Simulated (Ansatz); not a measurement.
**Run report: BH₅S, nudged elastic band**

- system: BH₅S
- method: RKS PBE0-D4/def2-SVP (Ansatz 0.2.0)

Figures and captions count atoms from 1; the log counts them from 0 in places.

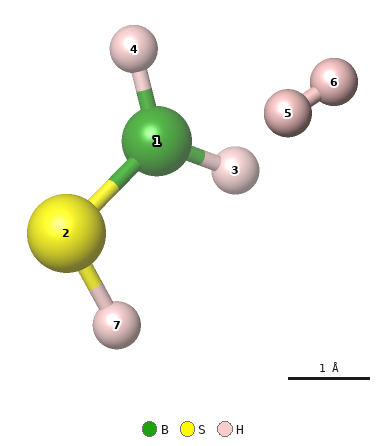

*The structure as given in the input (ball-and-stick view, seen at a tilt; atoms are numbered from 1 in the order of the input).*

Bond lengths as drawn: B–H 1.19 Å, B–S 1.77 Å, H–H 0.75 Å and H–S 1.34 Å.

**Summary**

- outcome: converged
- barrier, forward: 0.747 eV
- barrier, backward: 0.625 eV
- dipole moment (one image of the band): 1.84 D
- hardware: 2 threads of Arm Neoverse V1, 23 GiB of memory available, shared host
- wall time: 76 s (CPU time 2.3 min)
- peak memory: 0.34 GiB

**The input**
```yaml
crystal:
  periodic: [false, false, false]
  atoms:
    - {symbol: B, position_ang: [0.100098, -0.161750, -0.914767]}
    - {symbol: S, position_ang: [1.058470, 1.298993, -0.658810]}
    - {symbol: H, position_ang: [-1.084663, -0.116773, -1.018935]}
    - {symbol: H, position_ang: [0.714497, -1.180575, -0.979824]}
    - {symbol: H, position_ang: [-0.175659, -0.748582, 2.123574]}
    - {symbol: H, position_ang: [-0.679998, -1.298098, 2.089797]}
    - {symbol: H, position_ang: [0.067154, 2.206885, -0.641035]}
basis:
  gaussian: {orbitals: def2-SVP}
hamiltonian: {xc: pbe0, dispersion: d4}
neb:
  images: 5
  climbing: true
  max_iterations: 40
  initial_path: idpp
  final_atoms:
    - {symbol: B, position_ang: [-0.345679, -0.749565, -0.236240]}
    - {symbol: S, position_ang: [0.667537, 0.945594, -0.194646]}
    - {symbol: H, position_ang: [-1.053709, -0.554583, -1.194631]}
    - {symbol: H, position_ang: [0.549265, -1.532234, -0.446689]}
    - {symbol: H, position_ang: [1.313613, 0.901850, 0.985441]}
    - {symbol: H, position_ang: [-0.902712, -0.851287, 0.824654]}
    - {symbol: H, position_ang: [-0.228415, 1.840328, 0.262110]}
```

Run as:
```bash
ansatz run in.yaml --threads 2 --pin off --events-out ev --progress --plain --max-ram 4352MiB
```

**The program's output**
```
Functional definition: PBE0
  name "PBE0"
  cite "Adamo & Barone, J. Chem. Phys. 110, 6158 (1999) doi:10.1063/1.478522"
  cite "Perdew, Burke & Ernzerhof, Phys. Rev. Lett. 77, 3865 (1996) doi:10.1103/PhysRevLett.77.3865"
  parent pbe
  parameter a = 0.25
  parameter kappa = 0.804
  parameter beta = 0.06672455060314922
  exchange = (1 - a)*pbe_x(kappa = kappa, mu = beta*pi^2/3) + a*exact_x
  correlation = pbe_c(beta = beta)
604 factors; integrals over basis functions are off by at most 4.6e-4 eV
mean field evaluation 1: about -11582.5491 eV, gradient 1.7e1 eV
mean field evaluation 2: about -11582.5797 eV, gradient 1.8e1 eV
mean field evaluation 4: about -11583.6723 eV, gradient 5.7e-1 eV
mean field evaluation 8: about -11583.6713 eV, gradient 5.7e-3 eV
mean field -11583.67133135 eV, -425.6920697325 hartree, gradient 1.6e-5 eV, S^2 0.000000; 0 other end points of the search recorded, 0 dependent functions left out
the calculation of the forces begins
reference -11583.67135397 eV, -425.6920705638 hartree; 13, 13 occupied and 44, 44 virtual orbitals, 604 factors
605 factors; integrals over basis functions are off by at most 1.0e-3 eV
mean field evaluation 16: about -11583.5359 eV, gradient 1.4e0 eV
mean field -11583.54134421 eV, -425.6872927933 hartree, gradient 1.9e-5 eV, S^2 0.000000; 0 other end points of the search recorded, 0 dependent functions left out
[... from here on the field's lines of each further geometry are left out, up to the last ...]
WARN: NEB end point (image 0): max|allowed force component| = 3.916e-1 eV/Å (the criterion of neb.relax_end_points is 1.000e-2). That is over neb.f_tol: it is no minimum, so the barrier can be far off. Relax it first
WARN: NEB end point (image 6): max|allowed force component| = 2.454e-1 eV/Å (the criterion of neb.relax_end_points is 1.000e-2). That is over neb.f_tol: it is no minimum, so the barrier can be far off. Relax it first
NEB iter   1: max|band force component| = 3.584e0 eV/Å  barrier→ = 4.9224 eV  barrier← = 4.8008 eV  Δτ_max = 0.2000 Å  (162 SCF iters)
NEB iter   2: max|band force component| = 2.925e0 eV/Å  barrier→ = 3.7351 eV  barrier← = 3.6136 eV  Δτ_max = 0.2000 Å  (135 SCF iters)
NEB iter   3: max|band force component| = 1.226e1 eV/Å  barrier→ = 2.5947 eV  barrier← = 2.4731 eV  Δτ_max = 0.1014 Å  (131 SCF iters)
NEB iter   4: max|band force component| = 2.593e0 eV/Å  barrier→ = 2.0844 eV  barrier← = 1.9629 eV  Δτ_max = 0.2000 Å  (120 SCF iters)
NEB iter   5: max|band force component| = 1.998e0 eV/Å  barrier→ = 1.2655 eV  barrier← = 1.1440 eV  Δτ_max = 0.2000 Å  (118 SCF iters)
NEB iter   6: max|band force component| = 9.277e-1 eV/Å  barrier→ = 0.7878 eV  barrier← = 0.6662 eV  Δτ_max = 0.2000 Å  (116 SCF iters)
NEB iter   7: max|band force component| = 2.292e0 eV/Å  barrier→ = 0.7272 eV  barrier← = 0.6057 eV  Δτ_max = 0.1001 Å  (117 SCF iters)
NEB iter   8: max|band force component| = 5.164e-1 eV/Å  barrier→ = 0.6698 eV  barrier← = 0.5482 eV  Δτ_max = 0.0468 Å  (114 SCF iters)
NEB iter   9: max|band force component| = 5.046e-1 eV/Å  barrier→ = 0.6363 eV  barrier← = 0.5147 eV  CI = image 4  Δτ_max = 0.2000 Å  (107 SCF iters)
NEB iter  10: max|band force component| = 3.294e-1 eV/Å  barrier→ = 0.7073 eV  barrier← = 0.5857 eV  CI = image 4  Δτ_max = 0.2000 Å  (114 SCF iters)
NEB iter  11: max|band force component| = 6.776e-1 eV/Å  barrier→ = 0.7811 eV  barrier← = 0.6596 eV  CI = image 4  Δτ_max = 0.0956 Å  (109 SCF iters)
NEB iter  12: max|band force component| = 2.616e-1 eV/Å  barrier→ = 0.7518 eV  barrier← = 0.6303 eV  CI = image 4  Δτ_max = 0.0224 Å  (111 SCF iters)
NEB iter  13: max|band force component| = 6.647e-2 eV/Å  barrier→ = 0.7475 eV  barrier← = 0.6259 eV  CI = image 4  Δτ_max = 0.0346 Å  (103 SCF iters)
NEB iter  14: max|band force component| = 5.786e-2 eV/Å  barrier→ = 0.7473 eV  barrier← = 0.6257 eV  CI = image 4  Δτ_max = 0.0286 Å  (104 SCF iters)
the calculation of the forces begins
reference -11583.21210855 eV, -425.6751936061 hartree; 13, 13 occupied and 44, 44 virtual orbitals, 605 factors
these checks for a lower state are left out or cut short: stability, starts, cluster_reference, orbital_swaps, neighbouring_geometries, increment
605 factors; integrals over basis functions are off by at most 1.7e-3 eV
mean field -11582.98372050 eV, -425.6668005000 hartree, gradient 1.7e-6 eV, S^2 0.000000; 0 other end points of the search recorded, 0 dependent functions left out
the calculation of the forces begins
reference -11582.98374212 eV, -425.6668012946 hartree; 13, 13 occupied and 44, 44 virtual orbitals, 605 factors
NEB iter  15: max|band force component| = 3.474e-2 eV/Å  barrier→ = 0.7469 eV  barrier← = 0.6254 eV  CI = image 4  Δτ_max = 0.0000 Å  (1122 SCF iters)
```

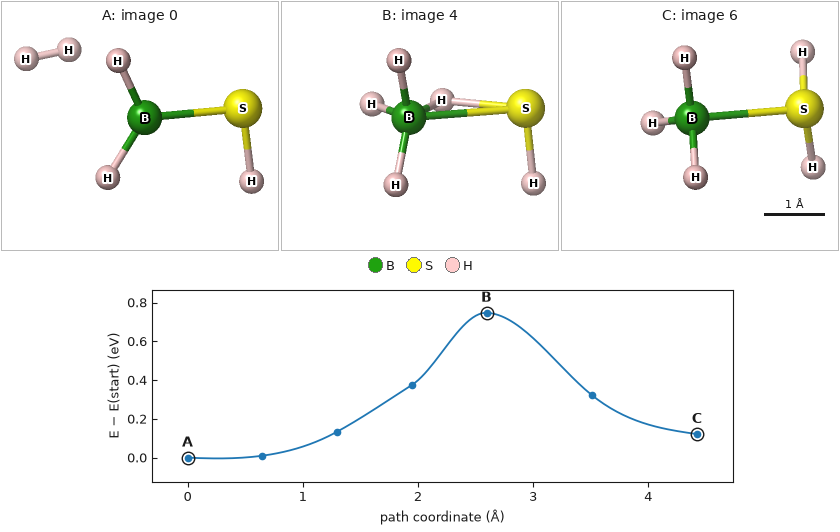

*Images of the last band (counted from 0; ball-and-stick, seen at a tilt) above the energy along the path; the line is a cubic interpolation that uses the forces.*

The highest image is number 4, 0.747 eV above the start and 0.625 eV above the end (the climbing image); the end lies 0.122 eV above the start. The path is 4.42 Å long. The band converged in 15 iterations. The end points carry forces over 0.1 eV/Å, so they aren't fully relaxed minima and the barriers are approximate.

```
Total energy: -11582.98804045 eV, -425.6669592552 hartree
Atom 0 at    -0.168507    -0.615008    -0.224804 Å, force    -0.043833    -0.015535     0.003700 eV/Å
Atom 1 at     0.958577     1.108080    -0.176805 Å, force     0.007506    -0.004098     0.005163 eV/Å
Atom 2 at    -1.212217    -0.388419    -0.782176 Å, force     0.014613    -0.002819     0.001754 eV/Å
Atom 3 at     0.605923    -1.464550    -0.587484 Å, force     0.011199     0.010605     0.004443 eV/Å
Atom 4 at     0.275441     0.181946     0.869708 Å, force     0.011251     0.011014    -0.017416 eV/Å
Atom 5 at    -0.390473    -0.804708     1.014792 Å, force     0.000369    -0.003881    -0.002704 eV/Å
Atom 6 at    -0.068845     1.982760    -0.113232 Å, force    -0.001105     0.004714     0.005059 eV/Å
Dipole moment:    -0.066565     0.313222     0.208862 e Å
```

**The last band as extended XYZ (Å, eV, eV/Å)**
```
7
Properties=species:S:1:pos:R:3:forces:R:3 image=0 energy=-11583.73494
B     0.1001   -0.1618   -0.9148    0.0937   0.1561   0.0306
S     1.0585    1.2990   -0.6588    0.2174  -0.0507   0.0194
H    -1.0847   -0.1168   -1.0189   -0.3306   0.0129  -0.0315
H     0.7145   -1.1806   -0.9798    0.1696  -0.2659  -0.0198
H    -0.1757   -0.7486    2.1236    0.3574   0.3916   0.0228
H    -0.6800   -1.2981    2.0898   -0.3550  -0.3872  -0.0246
H     0.0672    2.2069   -0.6410   -0.1526   0.1432   0.0030
7
Properties=species:S:1:pos:R:3:forces:R:3 image=1 energy=-11583.72499
B     0.0377   -0.2789   -0.7657    0.0043   0.0071  -0.0149
S     0.9825    1.2195   -0.6789    0.0012   0.0053  -0.0158
H    -1.1654   -0.2658   -0.7861    0.0024   0.0075  -0.0183
H     0.6767   -1.2980   -0.8230    0.0035   0.0071  -0.0241
H    -0.0335   -0.4289    1.8305   -0.0043  -0.0162   0.0432
H    -0.4639   -1.0564    1.8417   -0.0087  -0.0167   0.0475
H    -0.0342    2.1086   -0.6185    0.0017   0.0059  -0.0176
7
Properties=species:S:1:pos:R:3:forces:R:3 image=2 energy=-11583.60137
B     0.0026   -0.3410   -0.5814    0.0221   0.0424  -0.1267
S     0.9389    1.1841   -0.6254    0.0034   0.0136  -0.0531
H    -1.2003   -0.3483   -0.6289    0.0108   0.0355  -0.0191
H     0.6469   -1.3569   -0.6504    0.0159   0.0307  -0.0676
H     0.0490   -0.2692    1.4882   -0.0291  -0.0822   0.1826
H    -0.3494   -0.9212    1.4919   -0.0248  -0.0594   0.1674
H    -0.0880    2.0526   -0.4940    0.0016   0.0193  -0.0834
7
Properties=species:S:1:pos:R:3:forces:R:3 image=3 energy=-11583.36050
B    -0.0341   -0.4141   -0.3388    0.0813   0.1483  -0.0966
S     0.9344    1.1736   -0.4759    0.0101   0.0268  -0.1518
H    -1.2082   -0.4128   -0.6231    0.0193   0.0166   0.0660
H     0.6308   -1.4014   -0.5459    0.0068   0.0451   0.0119
H     0.0916   -0.1340    1.1293   -0.1414  -0.2417   0.1833
H    -0.3154   -0.8333    1.1399    0.0058  -0.0276   0.0628
H    -0.0992    2.0220   -0.2855    0.0182   0.0326  -0.0755
7
Properties=species:S:1:pos:R:3:forces:R:3 image=4 energy=-11582.98802
B    -0.1685   -0.6150   -0.2248   -0.0438  -0.0155   0.0037
S     0.9586    1.1081   -0.1768    0.0075  -0.0041   0.0052
H    -1.2122   -0.3884   -0.7822    0.0146  -0.0028   0.0018
H     0.6059   -1.4646   -0.5875    0.0112   0.0106   0.0044
H     0.2754    0.1819    0.8697    0.0113   0.0110  -0.0174
H    -0.3905   -0.8047    1.0148    0.0004  -0.0039  -0.0027
H    -0.0688    1.9828   -0.1132   -0.0011   0.0047   0.0051
7
Properties=species:S:1:pos:R:3:forces:R:3 image=5 energy=-11583.41185
B    -0.3068   -0.7410   -0.2550   -0.1120  -0.1109  -0.0295
S     0.8666    0.9442   -0.1240   -0.0739  -0.0841   0.0185
H    -1.2342   -0.4205   -0.9665    0.0111  -0.0547  -0.1219
H     0.5034   -1.5270   -0.7037   -0.0321  -0.0274  -0.0720
H     0.7907    0.7097    1.1954    0.3477   0.3771   0.2355
H    -0.5768   -0.9102    0.9197   -0.1155  -0.0804  -0.0633
H    -0.0429    1.9450   -0.0660   -0.0253  -0.0196   0.0327
7
Properties=species:S:1:pos:R:3:forces:R:3 image=6 energy=-11583.61340
B    -0.3669   -0.7264   -0.2736    0.0425   0.0455  -0.0244
S     0.7029    0.9290   -0.1432    0.0989  -0.0126  -0.2271
H    -1.0505   -0.4667   -1.2343   -0.1517   0.0407  -0.2003
H     0.5043   -1.5304   -0.5024    0.1732  -0.1799  -0.0474
H     1.3259    0.8132    1.0444    0.1119  -0.0109   0.1846
H    -0.9460   -0.8530    0.7727   -0.1425  -0.0386   0.2454
H    -0.1699    1.8346    0.3364   -0.1324   0.1559   0.0693
```

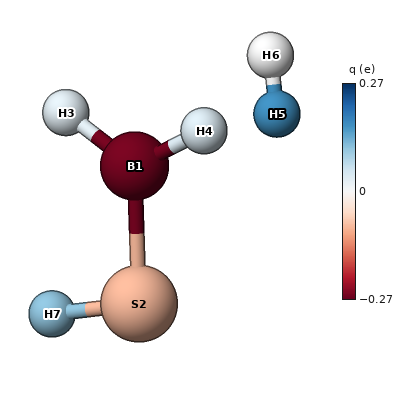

*Mulliken charges, as the colour of each atom (ball-and-stick view, seen at a tilt; atoms are numbered from 1 in the order of the input).*

By element: B −0.26, S −0.09 and H 0.00 to +0.16 e.
